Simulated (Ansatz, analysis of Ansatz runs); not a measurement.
# A hop of H in CaLa2S4 (I-42d), charge +1, part 2 of 3

Wanted: path and barrier of a jump of H in CaLa2S4 (I-42d) at charge +1. The case: H turning about S, in a cell of 112 host atoms with 1 H put in.

Ansatz 0.2.0; plane-wave PAW DFT, PBEsol; nudged elastic band between two relaxed defect structures at fixed charge in a uniform background.

So far: The structure; Relaxation of the start point, charge +1.

## (3) Relaxation of the end point, charge +1

Level of this step: plane-wave PAW DFT, PBEsol; relaxation of all atoms of a defect supercell at fixed charge in a uniform background (Ansatz).

The end point is relaxed in the same cell and settings, so that the two energies compare. Atoms more than 3.2 Å from the middle of the hop start where the first relaxation left them, the nearer ones on or close to their ideal places, with small random displacements.

qp1_c112k1s.end/input.yaml

```yaml
crystal:
  lattice:
    - [-8.54729057, 8.54729057, 8.59293813]
    - [8.54729057, -8.54729057, 8.59293813]
    - [8.54729057, 8.54729057, -8.59293813]
  atoms:
    - { symbol: Ca, position: [0.00318721, 0.0050428, 0.00123459] }
    - { symbol: Ca, position: [0.37491292, 0.12514469, 0.24978091] }
[... 24 atom lines left out ...]
    - { symbol: S, position: [0.38703917, 0.43844001, 0.62603777] }
[... 16 atom lines left out ...]
    - { symbol: Ca, position: [0.375, 0.625, 0.75] }
    - { symbol: La, position: [0.43643603, 0.74903635, 0.55748011] }
[... 35 atom lines left out ...]
    - { symbol: S, position: [0.63621281, 0.43813082, 0.62546226] }
[... 17 atom lines left out ...]
    - { symbol: Ca, position: [0.5, 0.5, 0.5] }
[... 2 atom lines left out ...]
    - { symbol: La, position: [0.7522161, 0.8125, 0.6897161] }
    - { symbol: La, position: [0.6875, 0.8772161, 0.9397161] }
    - { symbol: La, position: [0.6227839, 0.5625, 0.8102839] }
    - { symbol: S, position: [0.56232667, 0.68804705, 0.94810792] }
    - { symbol: S, position: [0.56259776, 0.68655999, 0.69859916] }
    - { symbol: S, position: [0.81240224, 0.7610014, 0.87396223] }
[... 5 atom lines left out ...]
    - { symbol: H, position: [0.490517, 0.586183, 0.667561] }
total_charge: 1
basis:
  ecutwfc: 420
  xc_grid: 2
hamiltonian:
  xc: pbesol
kpoints:
  mp_grid: { grid: [1, 1, 1], shift: [0.25, 0.25, 0.25] }
scf:
  occupations: { method: fixed }
  max_iter: 120
output:
  forces: true
relax:
  f_tol: 0.02
  max_steps: 70
  random_displacement: { amplitude: 0.01, seed: 3292 }
```

Command:

```
$ ansatz run input.yaml --threads 4 --pin off --max-ram 14131MiB --backend cpu --events-out ev --progress --plain --runs-dir out
```

Numbers of over 12 decimals in the logs are rounded to 6 here.

Log:

```text
[...]
Crystal: 113 atoms, lattice volume = 2511.069 Å³
Basis set: ecut = 420 eV, 49093 PW (Γ), exchange–correlation on 200×200×200 points (8 copies of the dense FFT grid, shifted against one another)
Bands: 561, of which v1, the nominal top of the filled ones, is band 448 counted from 1 (447 counted from 0)
Symmetry: 1 space group operations
k-points: 1
[...]
SCF iter   1: F=—  HF=-282768.974255 eV  |F-HF|=—  |Δ(HF+E_count)|=         —  Δρ=5.58e-3  dr2=1.18e0  ethr=1.77e-3  ⟨swp⟩=6.0  Hψ=1833  notcnv=0  defer=109
[...]
SCF iter   6: F=-282768.753494 eV  HF=-282768.753498 eV  |F-HF|=3.98e-6  |Δ(HF+E_count)|=   3.13e-6  Δρ=1.11e-5  dr2=7.85e-6  ethr=1.12e-9  ⟨swp⟩=5.0  Hψ=1894  notcnv=0
SCF 1 converged in 6 iterations: F = -282768.753494 eV  dr2 = 7.85e-6
[...]
[... 5 atoms left out ...]
  atom 113  H      0.00133951     0.00302655     0.00136162
  max |Σ_I F_I| component: 2.25e-5 eV/Å
--- Relaxed structure (6 steps of the walk, 6 accepted, 0 SCFs on fresh bases) ---
  F+E_penalty+E_count = -282769.35533892 eV   max|allowed force component| = 1.322e-2 eV/Å
  atoms:
    - { symbol: Ca, position: [0.000337, 0.000535, 0.000301] }
    - { symbol: Ca, position: [0.375349, 0.125348, 0.249985] }
    [... 24 atoms left out ...]
    - { symbol: S, position: [0.388088, 0.442908, 0.629434] }
    [... 16 atoms left out ...]
    - { symbol: Ca, position: [0.368447, 0.626415, 0.755379] }
    [... 54 atoms left out ...]
    - { symbol: Ca, position: [0.504266, 0.498831, 0.492069] }
    [... 2 atoms left out ...]
    - { symbol: La, position: [0.754956, 0.814474, 0.688570] }
    - { symbol: La, position: [0.688758, 0.878992, 0.943154] }
    - { symbol: La, position: [0.628622, 0.562647, 0.815945] }
    - { symbol: S, position: [0.561306, 0.687039, 0.947147] }
    - { symbol: S, position: [0.561834, 0.682286, 0.695017] }
    - { symbol: S, position: [0.811896, 0.761822, 0.873889] }
    [... 5 atoms left out ...]
    - { symbol: H, position: [0.463640, 0.562650, 0.650904] }
[key lines of the parts left out:]
SCF converged after 6 iterations
Free energy (F): -282769.355339 eV
Fermi energy:    8.647649 eV
```

Elapsed: 6.8 min, on 4 threads of Arm Neoverse V2, shared host; peak memory 6.4 GiB.

Step by step:

| step | energy less that of the first step (eV) | largest force component (eV/Å) |
| --- | --- | --- |
| 1 | 0.0000 | 2.5815 |
| 2 | -0.2738 | 1.4444 |
| 3 | -0.5174 | 0.5814 |
| 4 | -0.5961 | 0.0690 |
| 5 | -0.5986 | 0.0512 |
| 6 | -0.6018 | 0.0132 |

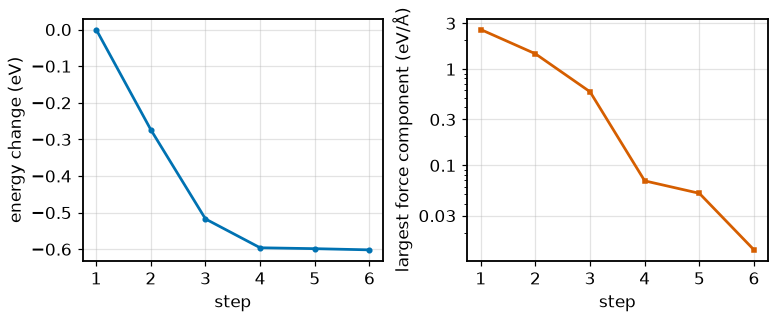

Energy and largest force along the relaxation.

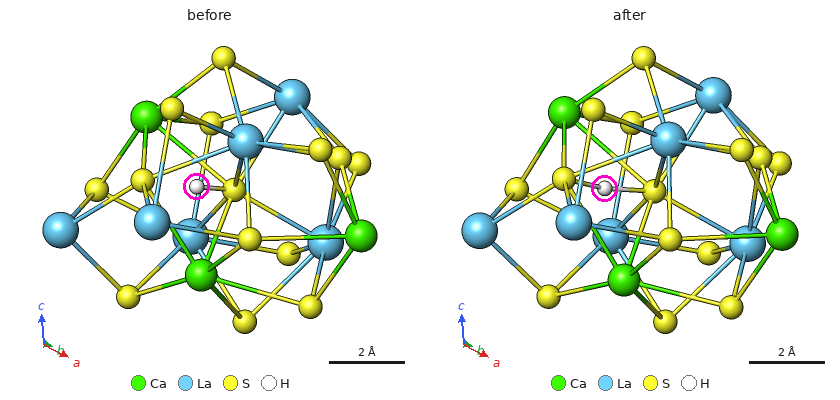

Before and after: the atoms that start within 5 Å of the centre. H113, which moves most, is ringed if it is among them.

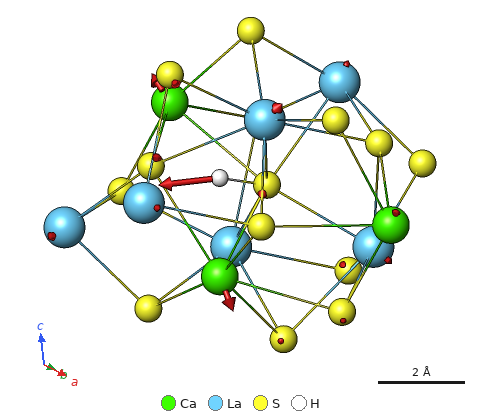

Displacements in the relaxation from the typed sites near the centre, exaggerated; the longest in the cell stands for 0.35 Å.

The atoms that moved most (Å, from the sites as typed, ahead of the random displacement):

| atom | dx | dy | dz | length |
| --- | --- | --- | --- | --- |
| H113 | -0.113 | -0.170 | -0.290 | 0.355 |
| Ca99 | -0.114 | -0.021 | 0.095 | 0.150 |
| Ca44 | 0.114 | -0.021 | -0.090 | 0.147 |
| La104 | 0.000 | 0.098 | 0.003 | 0.098 |
| S24 | 0.004 | -0.037 | 0.052 | 0.064 |
| S106 | -0.060 | 0.000 | -0.013 | 0.062 |
| S27 | 0.059 | 0.000 | 0.018 | 0.061 |
| La5 | 0.002 | -0.059 | -0.008 | 0.060 |

Neighbours of H113 at the end:

| atom | distance (Å) |
| --- | --- |
| S106 | 1.606 |
| S27 | 1.607 |
| Ca99 | 2.577 |
| Ca44 | 2.579 |
| La104 | 2.821 |
| La5 | 3.549 |
| La45 | 3.550 |
| S40 | 3.576 |
| S56 | 3.577 |

This step gave:

```yaml
free_energy: -282769.3553 eV
r_m_s_move_of_the_farther_half_of_the_atoms: 0.01039 Å
largest_move_from_the_ideal_geometry_of_this_structure_a_common_shift_of_the_far_atoms_taken_out: 0.3584 Å
```

The relaxation gained 0.602 eV and ended with a largest force component of 0.013 eV/Å. The end lies 0.029 eV below the start.

[end of part 2 of 3]

[Logs are printed without paths, hosts, clocks, repeated set-up lines and the standing remarks that a program may print on its own settings, such as how far it seeks lower states.]

[Hosts, paths, dates, database ids (printed as entryN), source tags and the programs' standing remarks are cut or masked in the printed files.]
